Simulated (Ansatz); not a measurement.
**CH$_{4}$F$_{4}$MoO$_{2}$ (SMILES C[O][Mo]([OH])([F])([F])([F])[F]): density, localisation and related maps**

```yaml
atoms:
  - { symbol: C, position_ang: [0.8583, -1.7629, 0.4989] }
  - { symbol: O, position_ang: [0.0896, -0.6215, 0.7366] }
  - { symbol: Mo, position_ang: [-0.3421, 0.9920, 0.0666] }
  - { symbol: O, position_ang: [-1.3413, 0.1641, -1.2701] }
  - { symbol: F, position_ang: [-0.6474, 2.5097, -0.9550] }
  - { symbol: F, position_ang: [0.5228, 2.0914, 1.2703] }
  - { symbol: F, position_ang: [1.2796, 0.8683, -0.8393] }
  - { symbol: F, position_ang: [-1.8139, 1.2210, 1.1451] }
  - { symbol: H, position_ang: [1.7495, -1.4720, -0.0653] }
  - { symbol: H, position_ang: [1.1380, -2.2041, 1.4569] }
  - { symbol: H, position_ang: [0.2630, -2.4734, -0.0801] }
  - { symbol: H, position_ang: [-1.7560, 0.6874, -1.9645] }
```

Geometry: PBE0-D4/def2-TZVP; core potentials replace the inner electrons of Mo.

All numbers below come from Ansatz, RKS PBE0-D4/def2-TZVPP.

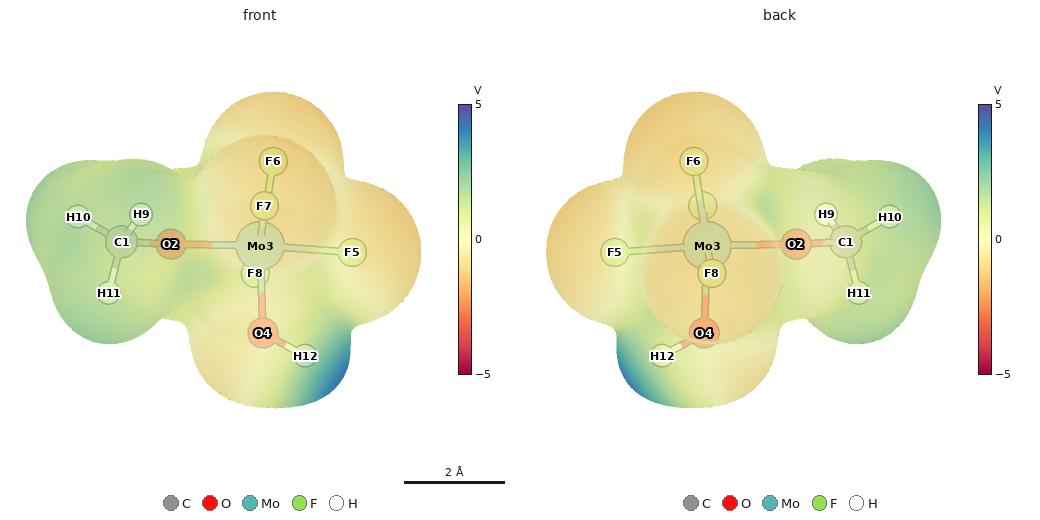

Figure 1. The electrostatic potential painted on the density surface at 0.004 e/bohr³, seen from the front and from behind; the colour scale runs from red (negative) to blue (positive).

Which sites attract a positive test charge, and which a negative one?

A positive charge is drawn to the negative regions and a negative charge to the positive ones. The most negative region (about −1.2 V, or −28 kcal/mol for a unit charge) lies over F6, the most positive (about +4.0 V, or +92 kcal/mol for a unit charge) over H12.

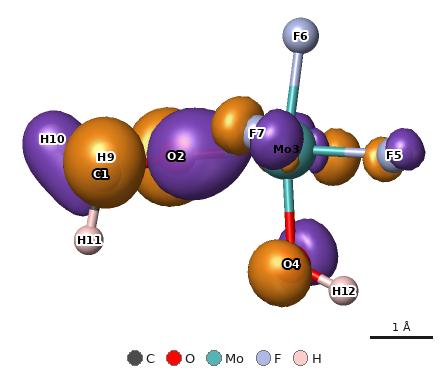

Figure 2. The HOMO−1 at ±0.15 Å⁻³ᐟ² (orange and purple are the two phases), seen across its widest extent.

Where does this orbital lie, and at what energy?

It lies mainly on O2 (about 40 %), C1 (about 15 %), O4 (about 10 %), H9 (about 10 %), F7 (about 10 %) and Mo3 (about 5 %). Its energy is −10.26 eV.

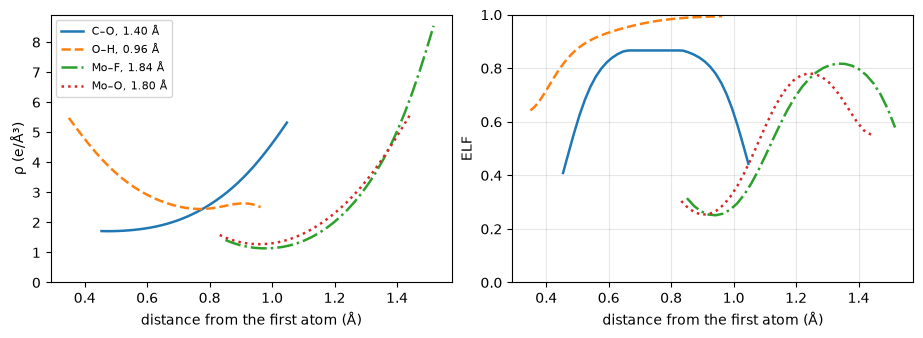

Figure 3. Electron density and ELF along straight lines between neighbouring atoms. The curves leave out the atomic cores.

Compare the contacts.

C–O (1.40 Å): the density is about 2.1 e/Å³ at the midpoint, with its minimum of 1.7 e/Å³ about 0.5 Å from C; the ELF peaks at about 0.85 between the atoms; a polar covalent bond.
O–H (0.96 Å): ρ at the midpoint is about 3.8 e/Å³; the ELF climbs to about 1 towards the hydrogen, as it does in any bond to H (a covalent bond by its length).
Mo–F (1.84 Å): ρ at the midpoint is about 1.2 e/Å³; the ELF peaks at about 0.80 in the valence shell of F, 0.5 Å from its nucleus, and drops to about 0.25 between the two atoms.
Mo–O (1.80 Å): ρ at the midpoint is about 1.3 e/Å³; the ELF peaks at about 0.80 in the valence shell of O, 0.6 Å from its nucleus, and drops to about 0.25 between the two atoms.
